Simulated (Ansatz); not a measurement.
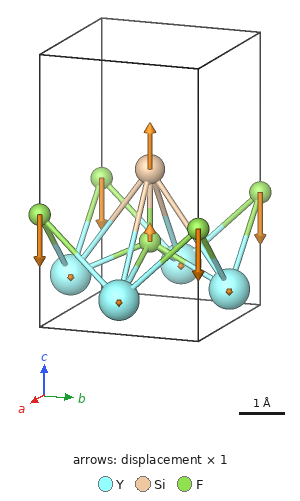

A relaxation of solid Y₂SiF₂ (a generated structure, set up in P4mm) (coarse preliminary run). The starting structure is drawn; orange arrows show the displacements (the part carried along by the change of the cell is left out), at their true length.

Style: ball-and-stick. Shown: the cell of the calculation, slightly off an axis.

Theory: Ansatz, DFT PBE, scalar-relativistic, plane waves, PAW.

Input
```yaml
crystal:
  lattice:
    - [3.80967869, 0.0, 0.0]
    - [0.0, 3.80967869, 0.0]
    - [0.0, 0.0, 6.26429878]
  atoms:
    - { symbol: "Y", position: [0.5, 0.0, 0.12542746] }
    - { symbol: "Y", position: [0.0, 0.5, 0.12542746] }
    - { symbol: Si, position: [0.5, 0.5, 0.53880149] }
    - { symbol: F, position: [0.0, 0.0, 0.41271071] }
    - { symbol: F, position: [0.5, 0.5, 0.27390133] }
basis:
  ecutwfc: 420
kpoints:
  mp_grid: { grid: [4, 4, 4] }
hamiltonian:
  xc: pbe
scf:
  occupations: { method: gaussian, width: 0.1 }
  lower_state_search: "off"
output:
  forces: true
  stress: true
  eigenvalues: true
relax:
  adjacent_minimum: "off"
  f_tol: 0.04
  max_steps: 70
  cell: { stress_tol: 0.4 }
```

Run as
```bash
ansatz run input.yaml --threads 1 --pin off --max-ram 2560MiB --backend cpu --events-out ev --progress --plain --runs-dir out
```

### Describe the change and its energy.

After 19 accepted moves (21 points after the start) the energy has fallen by 1997 meV per atom. Largest force component: 7.2 eV/Å at the start, 0.0042 eV/Å at the end. Pressure: 31.83 GPa at the start and 0.15 GPa at the end. The SCF was repeated twice at an unchanged geometry on a basis and grid sized afresh for the cell, which shifted the energy by 104 meV per atom at most. F4 moves most relative to the cell: 1.22 Å along −c. Largest moves by element: F 1.22 Å, Si 1.10 Å, Y 0.16 Å. Cell: a = b 3.810 → 4.783 Å (+25.5 %), c 6.264 → 4.718 Å (−24.7 %). Volume +18.7 %. Among the contacts that change: Y1–Si3 4.139 → 2.831 Å, Y1–Si3 (another image) 3.215 → 3.998 Å, Y1–Y2 2.694 → 3.382 Å, Y1–F5 2.120 → 2.722 Å. Among the angles between lasting bonds that change: F4–Y2–F4 93.3° → 166.0°, Y1–F4–Y1 93.3° → 166.0°, Y1–F4–Y2 61.9° → 89.1°. The space group stays P4mm (No. 99). Cost: 3.1 min on 1 thread of Arm Neoverse N1, with other jobs on the host, peak memory 0.35 GiB.

Limits of the set-up: the k-point mesh is coarse for a cell with partly filled bands; layers or molecules are held without a dispersion correction, so their spacing is unreliable.
